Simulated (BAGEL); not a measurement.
# A workflow on singlet C2H6Ga+

Aim: a single-point energy (singlet C2H6Ga+, HF/def2-SVP), then the energy (doublet C2H6Ga, NEVPT2(3,3)/def2-SVP), then the energy (doublet C2H6Ga, CASPT2(3,3)/def2-SVP) of C2H6Ga. 

The results are computed with BAGEL 1.2.2.

2 further runs of the same task are left out: 2 set aside as unsound or not needed.

### 1 The structure to begin with

C2H6Ga+ has 9 atoms, charge +1, and is taken as a singlet. As SMILES of the parent species, `C[Ga]C`. The C1–H5 distance was set to 1.751 Å, away from the relaxed value. That shape belongs to the parent species and isn't relaxed for this state. At this shape a bond of the SMILES string is far longer than usual.

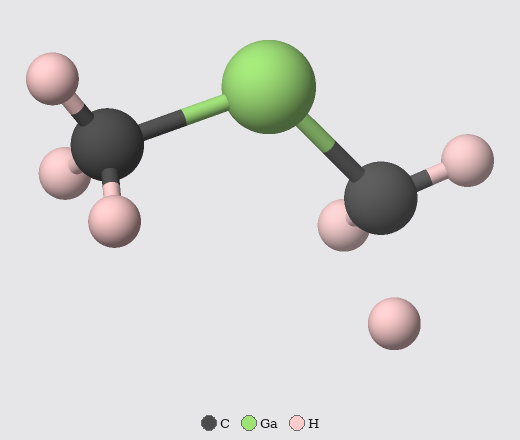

Viewed from a chosen angle; carbon dark grey, gallium green, hydrogen pink.

### 2 The energy at HF/def2-SVP (density fitting with svp-jkfit) (run 1)

Input file input.json:

```json
{ "bagel" : [

{
  "title" : "molecule",
  "basis" : "svp",
  "df_basis" : "svp-jkfit",
  "angstrom" : true,
  "geometry" : [
    { "atom" : "C", "xyz" : [   -1.339103,    0.973026,    0.797063 ] },
    { "atom" : "Ga", "xyz" : [    0.364147,    0.195566,    1.494793 ] },
    { "atom" : "C", "xyz" : [    1.181467,   -1.329604,    0.495733 ] },
    { "atom" : "H", "xyz" : [   -2.106773,    0.192516,    0.799243 ] },
    { "atom" : "H", "xyz" : [   -1.092470,    1.479700,   -0.861100 ] },
    { "atom" : "H", "xyz" : [   -1.695173,    1.821346,    1.379963 ] },
    { "atom" : "H", "xyz" : [    2.109497,   -1.686814,    0.939983 ] },
    { "atom" : "H", "xyz" : [    1.376897,   -1.012024,   -0.533467 ] },
    { "atom" : "H", "xyz" : [    0.461637,   -2.153674,    0.462053 ] }
  ]
},
{
  "title" : "hf",
  "charge" : 1
},
{
  "title" : "print",
  "file" : "orbitals.molden",
  "orbitals" : true
}

]}
```

Command:

```sh
$ BAGEL_NUM_THREADS=1 BAGEL input.json > input.out
```

Output:

```text
* using 1 threads per process

  ===============================================================
  ===============================================================

  *** Geometry ***

  { "atom" : "C", "xyz" : [     -2.530538,      1.838753,      1.506231 ] },
  { "atom" : "Ga", "xyz" : [      0.688138,      0.369566,      2.824749 ] },
  { "atom" : "C", "xyz" : [      2.232649,     -2.512587,      0.936800 ] },
  { "atom" : "H", "xyz" : [     -3.981224,      0.363803,      1.510350 ] },
  { "atom" : "H", "xyz" : [     -2.064469,      2.796228,     -1.627243 ] },
  { "atom" : "H", "xyz" : [     -3.203413,      3.441845,      2.607752 ] },
  { "atom" : "H", "xyz" : [      3.986372,     -3.187616,      1.776310 ] },
  { "atom" : "H", "xyz" : [      2.601958,     -1.912448,     -1.008107 ] },
  { "atom" : "H", "xyz" : [      0.872367,     -4.069854,      0.873154 ] },

  Number of auxiliary basis functions:      524

  Since a DF basis is specified, we compute 2- and 3-index integrals:
    o Being stored without compression. Storage requirement is 0.034 GB

  Number of basis functions:       90
  Number of electrons      :       49

    * METHOD: MOLECULE                             0.25

  *** RHF ***

  === Nuclear Repulsion ===
   165.1256765788

      * DIIS with orbital gradients will be used.

  === RHF iteration (svp) ===
      0      -2001.65506443          0.01361720           0.08
      1      -2001.76215463          0.00738116           0.07
      2      -2001.78789153          0.00139754           0.07
      3      -2001.78980301          0.00054936           0.07
      4      -2001.78999795          0.00014010           0.08
      5      -2001.79002295          0.00005245           0.07
      6      -2001.79002870          0.00002270           0.07
      7      -2001.79002994          0.00001032           0.07
      8      -2001.79003013          0.00000310           0.07
      9      -2001.79003015          0.00000106           0.08
     10      -2001.79003015          0.00000054           0.07
     11      -2001.79003015          0.00000018           0.07
     12      -2001.79003015          0.00000005           0.07
     13      -2001.79003015          0.00000002           0.07
     14      -2001.79003015          0.00000001           0.08
    * SCF iteration converged.

    * Permanent dipole moment:
           (   -0.262930,    -0.276268,    -0.569606) a.u.

    * METHOD: HF                                   1.32

    * METHOD: PRINT                                0.01

  ===============================================================
```

It took 1.7 s on 1 thread of Arm Neoverse V2, shared host.

### 3 Doublet neutral C2H6Ga: the energy at NEVPT2(3,3)/def2-SVP (density fitting with svp-jkfit) (run 2)

Input file nevpt2.json:

```json
{ "bagel" : [

{
  "title" : "molecule",
  "basis" : "svp",
  "df_basis" : "svp-jkfit",
  "angstrom" : true,
  "geometry" : [
    { "atom" : "C", "xyz" : [      -1.339103,       0.973026,       0.797063 ] },
    { "atom" : "Ga", "xyz" : [       0.364147,       0.195566,       1.494793 ] },
    { "atom" : "C", "xyz" : [       1.181467,      -1.329604,       0.495733 ] },
    { "atom" : "H", "xyz" : [      -2.106773,       0.192516,       0.799243 ] },
    { "atom" : "H", "xyz" : [      -1.092470,       1.479700,      -0.861100 ] },
    { "atom" : "H", "xyz" : [      -1.695173,       1.821346,       1.379963 ] },
    { "atom" : "H", "xyz" : [       2.109497,      -1.686814,       0.939983 ] },
    { "atom" : "H", "xyz" : [       1.376897,      -1.012024,      -0.533467 ] },
    { "atom" : "H", "xyz" : [       0.461637,      -2.153674,       0.462053 ] }
  ]
},

{ "title" : "hf", "charge" : 1 },

{ "title" : "casscf", "nstate" : 1, "nact" : 3, "nclosed" : 23, "nspin" : 1, "active" : [23, 25, 27], "maxiter" : 200, "natocc" : true },

{
  "title" : "nevpt2",
  "nstate" : 1,
  "nact" : 3,
  "nclosed" : 23,
  "nspin" : 1,
  "active" : [23, 25, 27],
  "maxiter" : 200,
  "natocc" : true,
  "ncore" : 11
},

{ "title" : "print", "file" : "orbitals.molden", "orbitals" : true }

]}
```

Command:

```sh
$ BAGEL_NUM_THREADS=1 BAGEL nevpt2.json > nevpt2.out
```

Output:

```text
* using 1 threads per process

  ===============================================================
  ===============================================================

  *** Geometry ***

  { "atom" : "C", "xyz" : [     -2.530538,      1.838753,      1.506231 ] },
  { "atom" : "Ga", "xyz" : [      0.688138,      0.369566,      2.824749 ] },
  { "atom" : "C", "xyz" : [      2.232649,     -2.512587,      0.936800 ] },
[... 5 lines of this table left out ...]
  { "atom" : "H", "xyz" : [      0.872367,     -4.069854,      0.873154 ] },

  Number of auxiliary basis functions:      524

  Since a DF basis is specified, we compute 2- and 3-index integrals:
    o Being stored without compression. Storage requirement is 0.034 GB

  Number of basis functions:       90
  Number of electrons      :       49

    * METHOD: MOLECULE                             0.26

  *** RHF ***

  === Nuclear Repulsion ===
   165.1256765788

      * DIIS with orbital gradients will be used.

  === RHF iteration (svp) ===
      0      -2001.65506443          0.01361720           0.08
      1      -2001.76215463          0.00738116           0.07
      2      -2001.78789153          0.00139754           0.07
[... 11 lines of this table left out ...]
     14      -2001.79003015          0.00000001           0.07
    * SCF iteration converged.

    * Permanent dipole moment:
           (   -0.262930,    -0.276268,    -0.569606) a.u.

    * METHOD: HF                                   1.33

  ---------------------------
      CASSCF calculation
  ---------------------------

    ==== Active orbitals : =====
         Orbital 23
         Orbital 25
         Orbital 27
    ============================

    * nstate   :      1
    * nclosed  :     23
    * nact     :      3
    * nvirt    :     64
  === CASSCF iteration (svp) ===

    * Using the second-order algorithm

      0  0     -2002.01666849     9.33e-03      0.03

      1  0     -2002.05613365     1.64e-03      0.45
[... 19 lines of this table left out ...]
     11  0     -2002.07643381     7.44e-09      0.38

    * Second-order optimization converged. *

     guess   0:   closed 1..                  open .1.

  === FCI iteration ===

      0  0     -2002.03705010     5.36e-02      0.00
      1  0     -2002.07624666     3.54e-03      0.00
      2  0     -2002.07642269     8.36e-04      0.00
[... 4 lines of this table left out ...]
      7  0 *   -2002.07643381     1.25e-15      0.00

     * ci vector, state   0, <S^2> = 0.7500
       2a.    -0.9710824152
       .a2    -0.2328245975

    * METHOD: CASSCF                               5.07

    * freezing 11 orbitals

  === DF-NEVPT2 calculation ===

    * 3-index integral transformation done
    * assembly done

      NEVPT2 correlation energy:   -0.4694352959      0.20

          (+0)     -0.3923433751
          (+0)'    -0.0168347788
          (+1)     -0.0134204888
          (+1)'    -0.0004458420
          (+2)     -0.0004243033
          (-1)     -0.0398042084
          (-1)'    -0.0008882629
          (-2)     -0.0052740365

      NEVPT2 total energy:       -2002.5458691047

    * METHOD: NEVPT2                               0.36

    * METHOD: PRINT                                0.01

  ===============================================================
```

Run time: 7.2 s. Hardware: 1 thread of Arm Neoverse V2, shared host.

### 4 Doublet neutral C2H6Ga: a single-point energy at CASPT2(3,3)/def2-SVP (density fitting with svp-jkfit) (run 3)

Input file caspt2.json:

```json
{ "bagel": [

{
  "title": "molecule",
  "basis": "svp",
  "df_basis": "svp-jkfit",
  "angstrom": true,
  "geometry": [
    { "atom": "C", "xyz": [      -1.339103,       0.973026,       0.797063 ] },
    { "atom": "Ga", "xyz": [       0.364147,       0.195566,       1.494793 ] },
    { "atom": "C", "xyz": [       1.181467,      -1.329604,       0.495733 ] },
    { "atom": "H", "xyz": [      -2.106773,       0.192516,       0.799243 ] },
    { "atom": "H", "xyz": [      -1.092470,       1.479700,      -0.861100 ] },
    { "atom": "H", "xyz": [      -1.695173,       1.821346,       1.379963 ] },
    { "atom": "H", "xyz": [       2.109497,      -1.686814,       0.939983 ] },
    { "atom": "H", "xyz": [       1.376897,      -1.012024,      -0.533467 ] },
    { "atom": "H", "xyz": [       0.461637,      -2.153674,       0.462053 ] }
  ]
},

{ "title": "hf", "charge": 1 },

{ "title": "casscf", "nstate": 1, "nact": 3, "nclosed": 23, "nspin": 1, "active": [23, 25, 27], "maxiter": 200, "natocc": true },

{ "title": "print", "file": "orbitals.molden", "orbitals": true },

{ "title": "smith", "method": "caspt2", "ms": true, "xms": true, "sssr": true, "shift": 0.2, "shift_imag": true, "ncore": 11 }

]}
```

Command:

```sh
$ BAGEL_NUM_THREADS=1 BAGEL caspt2.json > caspt2.out
```

Output:

```text
* using 1 threads per process

  ===============================================================
  ===============================================================

  *** Geometry ***

  { "atom" : "C", "xyz" : [     -2.530538,      1.838753,      1.506231 ] },
  { "atom" : "Ga", "xyz" : [      0.688138,      0.369566,      2.824749 ] },
  { "atom" : "C", "xyz" : [      2.232649,     -2.512587,      0.936800 ] },
[... 5 lines of this table left out ...]
  { "atom" : "H", "xyz" : [      0.872367,     -4.069854,      0.873154 ] },

  Number of auxiliary basis functions:      524

  Since a DF basis is specified, we compute 2- and 3-index integrals:
    o Being stored without compression. Storage requirement is 0.034 GB

  Number of basis functions:       90
  Number of electrons      :       49

    * METHOD: MOLECULE                             0.26

  *** RHF ***

  === Nuclear Repulsion ===
   165.1256765788

      * DIIS with orbital gradients will be used.

[... 6 lines left out ...]
    * SCF iteration converged.
[... 1 line left out ...]
    * Permanent dipole moment:
[... 28 lines left out ...]
    * Second-order optimization converged. *
[... 11 lines left out ...]
     * ci vector, state   0, <S^2> = 0.7500
[... 16 lines left out ...]
    * Zeroth order energy : state  0       -0.8365656286

    * CASPT2 iteration is performed using orthogonal basis

      -------------------------------------------  CASPT2 iteration  ---------------------------------------------------
       #      aibj      arbs      arbi      airj      risj      airs      arst      rist         Etot      error   time
      ------------------------------------------------------------------------------------------------------------------

       0  -0.39118  -0.00646  -0.04195  -0.01453  -0.00060  -0.01584  -0.00098  -0.00048   -0.4720209  0.0008921   0.11
       1  -0.39123  -0.00649  -0.04201  -0.01459  -0.00062  -0.01605  -0.00100  -0.00050   -0.4724936  0.0001383   0.09
       2  -0.39124  -0.00649  -0.04200  -0.01459  -0.00063  -0.01606  -0.00100  -0.00050   -0.4725068  0.0000236   0.10
       3  -0.39124  -0.00649  -0.04200  -0.01459  -0.00063  -0.01606  -0.00100  -0.00050   -0.4725072  0.0000042   0.10
       4  -0.39124  -0.00649  -0.04200  -0.01459  -0.00063  -0.01606  -0.00100  -0.00050   -0.4725072  0.0000007   0.10

      ------------------------------------------------------------------------------------------------------------------

    * CASPT2 energy : state  0    -2002.5515626638
        w/o shift correction      -2002.5489409714
        reference weight              0.8674871512

    * METHOD: SMITH                                0.77

  ===============================================================
```

Wall time 7.8 s (1 thread of Arm Neoverse V2, shared host); peak memory 0.23 GiB.

### 5 Results

| quantity | value |
| --- | --- |
| run 1, HF/def2-SVP: total energy | -2001.79003 Eh |
| run 1, HF/def2-SVP: HOMO energy | -15.79 eV |
| run 1, HF/def2-SVP: LUMO energy | -6.02 eV |
| run 1, HF/def2-SVP: HOMO–LUMO gap | 9.77 eV |
| doublet neutral C2H6Ga, run 2: total energy | -2002.54587 Eh |
| doublet neutral C2H6Ga, run 3: total energy | -2002.55156 Eh |
